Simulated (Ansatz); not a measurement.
# C2H6ClFSi2: nudged elastic band

System: C2H6ClFSi2.
Method: RKS PBE-D4/6-31G (Ansatz 0.2.0).

It belongs to a series of runs on one base structure; here: band between the two ends. Figures and captions count atoms from 1; the log counts them from 0 in places.

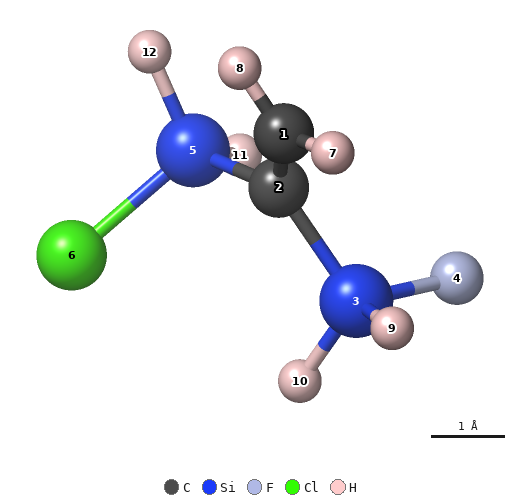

Fig. 1: The input geometry (ball-and-stick view, seen at a tilt; atoms are numbered from 1 in the order of the input).

## Input file
```yaml
crystal:
  periodic: [false, false, false]
  atoms:
    - { symbol: C, position_ang: [1.331357, -0.532635, -0.940425] }
    - { symbol: C, position_ang: [0.252801, -0.12205, -0.224679] }
    - { symbol: Si, position_ang: [-0.680064, -1.371615, 0.85938] }
    - { symbol: F, position_ang: [-2.1204, -1.894102, 0.074362] }
    - { symbol: Si, position_ang: [-0.293056, 1.693528, -0.28901] }
    - { symbol: Cl, position_ang: [0.177199, 2.63822, 1.650767] }
    - { symbol: H, position_ang: [1.67478, -1.576059, -0.927115] }
    - { symbol: H, position_ang: [1.921575, 0.149188, -1.567194] }
    - { symbol: H, position_ang: [0.204969, -2.587007, 1.040977] }
    - { symbol: H, position_ang: [-1.094477, -0.73427, 2.163441] }
    - { symbol: H, position_ang: [-1.783468, 1.84252, -0.45891] }
    - { symbol: H, position_ang: [0.485584, 2.439182, -1.347494] }
basis:
  gaussian: { orbitals: "6-31G" }
hamiltonian:
  xc: pbe
  dispersion: d4
neb:
  order_check: false
  images: 5
  f_tol: 0.05
  max_iterations: 45
  initial_path: idpp
  final_atoms:
    - { symbol: C, position_ang: [1.3563858, -0.53282722, -0.91229874] }
    - { symbol: C, position_ang: [0.26624552, -0.117726, -0.21632459] }
    - { symbol: Si, position_ang: [-0.73142446, -1.37760185, 0.80032177] }
    - { symbol: F, position_ang: [-0.20733931, -1.45584693, 2.43518375] }
    - { symbol: Si, position_ang: [-0.28647399, 1.69364921, -0.3260288] }
    - { symbol: Cl, position_ang: [-0.20804217, 2.62589283, 1.66680068] }
    - { symbol: H, position_ang: [1.68730922, -1.58046131, -0.90498241] }
    - { symbol: H, position_ang: [1.96751339, 0.1482905, -1.51974906] }
    - { symbol: H, position_ang: [-2.19173063, -0.98719778, 0.80978448] }
    - { symbol: H, position_ang: [-0.4929409, -2.74866402, 0.20012719] }
    - { symbol: H, position_ang: [-1.72637177, 1.81237885, -0.76457995] }
    - { symbol: H, position_ang: [0.6436693, 2.46501374, -1.23415431] }
```

Hardware: 1 thread of Arm Neoverse V2, 24 GiB of memory available, shared host.

Run as:
```bash
ansatz run input.yaml --threads 1 --pin off --max-ram 2048MiB --backend cpu --events-out ev --progress --plain --runs-dir out
```

## Output
```
Engine: ansatz 0.2.0, aarch64-unknown-linux-gnu
Functional definition: PBE
  parameter kappa = 0.804
  parameter beta = 0.06672455060314922
  exchange = pbe_x(kappa = kappa, mu = beta*pi^2/3)
  correlation = pbe_c(beta = beta)
1015 factors; integrals over basis functions are off by at most 2.0e-4 eV
mean field evaluation 1: about -33138.2038 eV, gradient 5.3e1 eV
mean field evaluation 2: about -33123.3824 eV, gradient 9.6e1 eV
mean field evaluation 4: about -33144.6685 eV, gradient 7.9e0 eV
mean field evaluation 8: about -33144.7967 eV, gradient 3.1e-1 eV
mean field evaluation 16: about -33144.7970 eV, gradient 1.5e-5 eV
mean field -33144.79697901 eV, -1218.0488226281 hartree, gradient 1.5e-5 eV, S^2 0.000000; 0 other end points of the search recorded, 0 dependent functions left out
the calculation of the forces begins
reference -33144.79702081 eV, -1218.0488241644 hartree; 36, 36 occupied and 42, 42 virtual orbitals, 1015 factors
1015 factors; integrals over basis functions are off by at most 2.0e-4 eV
mean field evaluation 32: about -33144.7562 eV, gradient 1.7e-5 eV
mean field -33144.75622674 eV, -1218.0473250102 hartree, gradient 1.7e-5 eV, S^2 0.000000; 0 other end points of the search recorded, 0 dependent functions left out
[... from here on the field's lines of each further geometry are left out, up to the last ...]
NEB iter   1: max|band force component| = 9.531e-1 eV/Å  barrier→ = 0.3238 eV  barrier← = 0.2842 eV  Δτ_max = 0.2000 Å  (181 SCF iters)
NEB iter   2: max|band force component| = 3.338e-1 eV/Å  barrier→ = 0.1325 eV  barrier← = 0.0929 eV  CI = image 3  Δτ_max = 0.1987 Å  (144 SCF iters)
NEB iter   3: max|band force component| = 6.002e-1 eV/Å  barrier→ = 0.1615 eV  barrier← = 0.1219 eV  CI = image 4  Δτ_max = 0.0991 Å  (143 SCF iters)
NEB iter   4: max|band force component| = 2.202e-1 eV/Å  barrier→ = 0.0942 eV  barrier← = 0.0546 eV  CI = image 4  Δτ_max = 0.0421 Å  (135 SCF iters)
NEB iter   5: max|band force component| = 1.209e-1 eV/Å  barrier→ = 0.0886 eV  barrier← = 0.0490 eV  CI = image 4  Δτ_max = 0.0999 Å  (139 SCF iters)
NEB iter   6: max|band force component| = 1.152e-1 eV/Å  barrier→ = 0.0804 eV  barrier← = 0.0408 eV  CI = image 4  Δτ_max = 0.0709 Å  (137 SCF iters)
NEB iter   7: max|band force component| = 9.040e-2 eV/Å  barrier→ = 0.0751 eV  barrier← = 0.0355 eV  CI = image 4  Δτ_max = 0.1001 Å  (140 SCF iters)
NEB iter   8: max|band force component| = 8.743e-2 eV/Å  barrier→ = 0.0702 eV  barrier← = 0.0306 eV  CI = image 4  Δτ_max = 0.1001 Å  (133 SCF iters)
NEB iter   9: max|band force component| = 7.293e-2 eV/Å  barrier→ = 0.0685 eV  barrier← = 0.0290 eV  CI = image 4  Δτ_max = 0.0645 Å  (139 SCF iters)
NEB iter  10: max|band force component| = 7.805e-2 eV/Å  barrier→ = 0.0677 eV  barrier← = 0.0281 eV  CI = image 4  Δτ_max = 0.0322 Å  (138 SCF iters)
NEB iter  11: max|band force component| = 6.120e-2 eV/Å  barrier→ = 0.0679 eV  barrier← = 0.0283 eV  CI = image 4  Δτ_max = 0.0169 Å  (139 SCF iters)
the calculation of the forces begins
reference -33144.74035825 eV, -1218.0467418539 hartree; 36, 36 occupied and 42, 42 virtual orbitals, 1015 factors
1015 factors; integrals over basis functions are off by at most 2.1e-4 eV
mean field evaluation 576: about -33144.7249 eV, gradient 4.2e-4 eV
mean field -33144.72494970 eV, -1218.0461756000 hartree, gradient 2.1e-5 eV, S^2 0.000000; 1 other end points of the search recorded, 0 dependent functions left out
the calculation of the forces begins
reference -33144.72499213 eV, -1218.0461771591 hartree; 36, 36 occupied and 42, 42 virtual orbitals, 1015 factors
NEB iter  12: max|band force component| = 4.285e-2 eV/Å  barrier→ = 0.0679 eV  barrier← = 0.0283 eV  CI = image 4  Δτ_max = 0.0000 Å  (250 SCF iters)
```

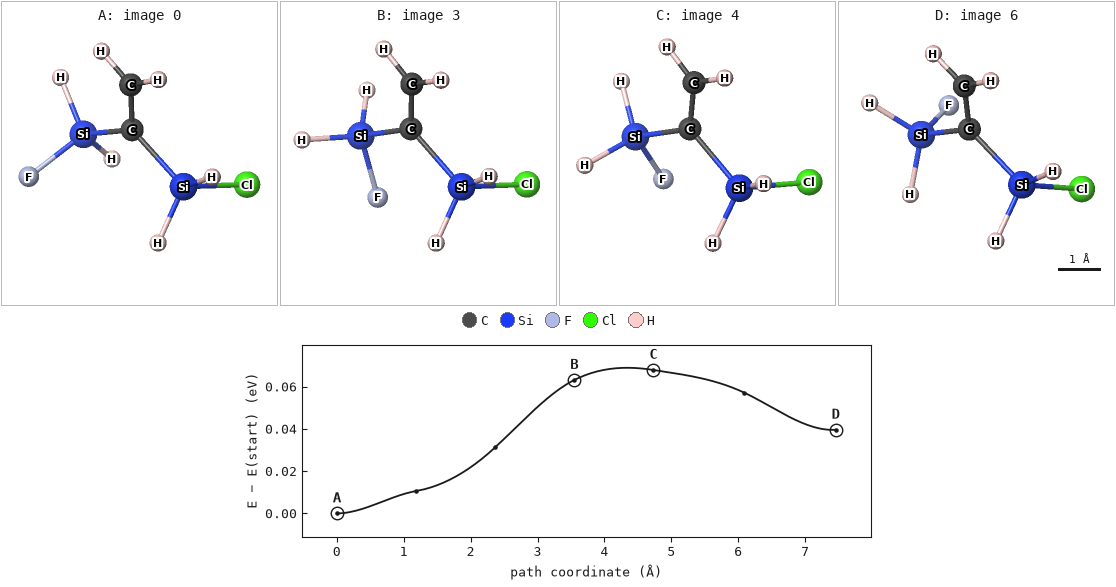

Fig. 2: Images of the last band (counted from 0; ball-and-stick, seen at a tilt) above the energy along the path; the line is a cubic interpolation that uses the forces. The highest image is number 4, 0.068 eV above the start and 0.028 eV above the end (the climbing image); the end lies 0.040 eV above the start. The path is 7.45 Å long. The band converged in 12 iterations.

```
Total energy: -33145.06522965 eV, -1218.0586806576 hartree
Atom 0 at     1.738597     0.082286     0.119084 Å, force     0.029761     0.009516    -0.011120 eV/Å
Atom 1 at     0.394389    -0.051705     0.003714 Å, force    -0.032669     0.010030    -0.013252 eV/Å
Atom 2 at    -0.557652    -1.414358     0.920087 Å, force    -0.001914     0.001751     0.006656 eV/Å
Atom 3 at    -2.125703    -0.776735     1.225810 Å, force     0.010248    -0.006411     0.002119 eV/Å
Atom 4 at    -0.591426     1.148855    -1.097191 Å, force     0.008575    -0.007262     0.002444 eV/Å
Atom 5 at    -1.381859     2.812125     0.107482 Å, force    -0.001797     0.002685     0.001494 eV/Å
Atom 6 at     2.346434    -0.566838     0.764319 Å, force    -0.009875    -0.005163     0.007214 eV/Å
Atom 7 at     2.301762     0.850790    -0.427344 Å, force    -0.005133    -0.003392     0.006474 eV/Å
Atom 8 at    -0.746117    -2.641829     0.052849 Å, force    -0.001472    -0.000421    -0.000805 eV/Å
Atom 9 at     0.130349    -1.759511     2.223579 Å, force     0.000754    -0.000296    -0.001904 eV/Å
Atom 10 at    -1.774940     0.484791    -1.751493 Å, force     0.002953     0.001801     0.000771 eV/Å
Atom 11 at     0.342965     1.777028    -2.106797 Å, force     0.000570    -0.002839    -0.000090 eV/Å
Dipole moment:     0.788719    -0.594488    -0.297613 e Å
this run last wrote the band of iteration 12 to [file]
```

## The last band as extended XYZ (Å, eV, eV/Å)
```
12
Properties=species:S:1:pos:R:3:forces:R:3 image=0 energy=-33145.13310
C     1.3314   -0.5326   -0.9404    0.0005   0.0028   0.0010
C     0.2528   -0.1221   -0.2247    0.0080  -0.0004  -0.0029
Si   -0.6801   -1.3716    0.8594   -0.0042  -0.0026   0.0046
F    -2.1204   -1.8941    0.0744   -0.0030  -0.0022   0.0013
Si   -0.2931    1.6935   -0.2890   -0.0026   0.0031   0.0001
Cl    0.1772    2.6382    1.6508    0.0002   0.0004  -0.0006
H     1.6748   -1.5761   -0.9271    0.0014   0.0005  -0.0013
H     1.9216    0.1492   -1.5672    0.0011  -0.0019  -0.0018
H     0.2050   -2.5870    1.0410   -0.0004   0.0001  -0.0008
H    -1.0945   -0.7343    2.1634   -0.0011  -0.0005  -0.0004
H    -1.7835    1.8425   -0.4589   -0.0002   0.0006   0.0002
H     0.4856    2.4392   -1.3475    0.0002   0.0002   0.0006
12
Properties=species:S:1:pos:R:3:forces:R:3 image=1 energy=-33145.12253
C     1.4735   -0.4847   -0.7858    0.0424  -0.0161  -0.0112
C     0.3101   -0.1213   -0.1896   -0.0165   0.0320  -0.0024
Si   -0.5955   -1.3432    0.9461   -0.0006  -0.0096   0.0094
F    -2.2014   -1.5365    0.3605    0.0018  -0.0016  -0.0006
Si   -0.4116    1.6086   -0.4936   -0.0022  -0.0062   0.0071
Cl   -0.6288    2.6027    1.4656    0.0054  -0.0023  -0.0058
H     1.9034   -1.4888   -0.6648   -0.0155   0.0021   0.0041
H     2.0562    0.1986   -1.4184   -0.0172   0.0021   0.0052
H     0.1240   -2.6741    0.8669    0.0038   0.0031   0.0003
H    -0.6992   -0.8222    2.3593   -0.0041  -0.0032  -0.0054
H    -1.7971    1.5741   -1.0849    0.0018   0.0011  -0.0013
H     0.5432    2.4318   -1.3272    0.0008  -0.0015   0.0006
12
Properties=species:S:1:pos:R:3:forces:R:3 image=2 energy=-33145.10185
C     1.6484   -0.3425   -0.5145   -0.0046   0.0008   0.0026
C     0.3669   -0.1208   -0.1298    0.0078  -0.0049   0.0003
Si   -0.5807   -1.3520    0.9637    0.0050   0.0037   0.0052
F    -2.2411   -1.1045    0.5844   -0.0058  -0.0068  -0.0126
Si   -0.5255    1.4587   -0.6964   -0.0028  -0.0009   0.0006
Cl   -0.9988    2.6633    1.0900    0.0000  -0.0035   0.0049
H     2.1986   -1.2540   -0.2429   -0.0037  -0.0040  -0.0110
H     2.2139    0.3795   -1.1183   -0.0008  -0.0053  -0.0076
H    -0.1881   -2.7688    0.5992    0.0116  -0.0004   0.0103
H    -0.3989   -1.0890    2.4408   -0.0106   0.0114   0.0005
H    -1.8365    1.2024   -1.3893    0.0020   0.0038   0.0010
H     0.4187    2.2725   -1.5528    0.0019   0.0061   0.0059
12
Properties=species:S:1:pos:R:3:forces:R:3 image=3 energy=-33145.06995
C     1.7381   -0.1449   -0.2031   -0.0064   0.0028   0.0041
C     0.3902   -0.1007   -0.0606    0.0140  -0.0098   0.0059
Si   -0.5776   -1.3885    0.9498    0.0043   0.0001  -0.0014
F    -2.2137   -0.8604    0.8696   -0.0053   0.0021  -0.0076
Si   -0.5847    1.3048   -0.8959   -0.0022  -0.0055  -0.0032
Cl   -1.2134    2.7733    0.6211   -0.0021  -0.0016   0.0014
H     2.3614   -0.9259    0.2543    0.0008  -0.0006  -0.0095
H     2.2902    0.6053   -0.7845    0.0002  -0.0031  -0.0045
H    -0.4989   -2.7617    0.3149    0.0061  -0.0016   0.0053
H    -0.1383   -1.4329    2.3967   -0.0086   0.0053   0.0035
H    -1.8326    0.8427   -1.5988    0.0003   0.0067   0.0047
H     0.3562    2.0338   -1.8295   -0.0009   0.0053   0.0012
12
Properties=species:S:1:pos:R:3:forces:R:3 image=4 energy=-33145.06519
C     1.7386    0.0823    0.1191    0.0298   0.0095  -0.0111
C     0.3944   -0.0517    0.0037   -0.0327   0.0100  -0.0133
Si   -0.5577   -1.4144    0.9201   -0.0019   0.0018   0.0067
F    -2.1257   -0.7767    1.2258    0.0102  -0.0064   0.0021
Si   -0.5914    1.1489   -1.0972    0.0086  -0.0073   0.0024
Cl   -1.3819    2.8121    0.1075   -0.0018   0.0027   0.0015
H     2.3464   -0.5668    0.7643   -0.0099  -0.0052   0.0072
H     2.3018    0.8508   -0.4273   -0.0051  -0.0034   0.0065
H    -0.7461   -2.6418    0.0528   -0.0015  -0.0004  -0.0008
H     0.1303   -1.7595    2.2236    0.0008  -0.0003  -0.0019
H    -1.7749    0.4848   -1.7515    0.0030   0.0018   0.0008
H     0.3430    1.7770   -2.1068    0.0006  -0.0028  -0.0001
12
Properties=species:S:1:pos:R:3:forces:R:3 image=5 energy=-33145.07598
C     1.6450    0.2760    0.3582    0.0203  -0.0262  -0.0201
C     0.3465    0.0187    0.0541    0.0068   0.0275  -0.0085
Si   -0.5576   -1.3760    0.9713    0.0004  -0.0117   0.0132
F    -1.9020   -0.7837    1.8589    0.0014   0.0042   0.0070
Si   -0.5116    1.0048   -1.3246   -0.0047   0.0115   0.0133
Cl   -1.7644    2.5966   -0.4606    0.0044  -0.0118  -0.0118
H     2.1803   -0.2722    1.1457   -0.0138   0.0054   0.0132
H     2.2391    1.0336   -0.1705   -0.0150   0.0062   0.0088
H    -1.1039   -2.3778   -0.0232   -0.0062   0.0024  -0.0023
H     0.4218   -2.0006    1.9438    0.0049  -0.0046  -0.0092
H    -1.4406    0.1345   -2.1342   -0.0004  -0.0037  -0.0030
H     0.5243    1.6910   -2.1848    0.0018   0.0007  -0.0007
12
Properties=species:S:1:pos:R:3:forces:R:3 image=6 energy=-33145.09351
C     1.4613   -0.4833   -0.7672    0.0069   0.0035   0.0062
C     0.2905   -0.1130   -0.1866    0.0068  -0.0089  -0.0038
Si   -0.6384   -1.3495    0.9199   -0.0014   0.0016   0.0050
F    -0.2191   -1.1815    2.5781   -0.0022  -0.0031  -0.0010
Si   -0.4363    1.6023   -0.5449   -0.0090   0.0095   0.0005
Cl   -0.5867    2.7601    1.3215    0.0029  -0.0058  -0.0087
H     1.8966   -1.4805   -0.6151   -0.0050   0.0005  -0.0048
H     2.0386    0.1864   -1.4189   -0.0035  -0.0012   0.0009
H    -2.1284   -1.1230    0.8031    0.0041   0.0001  -0.0007
H    -0.2213   -2.7459    0.5042   -0.0004   0.0027   0.0021
H    -1.8484    1.5113   -1.0717    0.0021   0.0010  -0.0001
H     0.4683    2.3615   -1.4883   -0.0013   0.0001   0.0045
```

## Summary

| quantity | value |
| --- | --- |
| outcome | converged |
| barrier, forward | 0.068 eV |
| barrier, backward | 0.028 eV |
| wall time | 4.9 min |
| peak memory | 0.14 GiB |

## Remarks

The order of the saddle point was not checked.
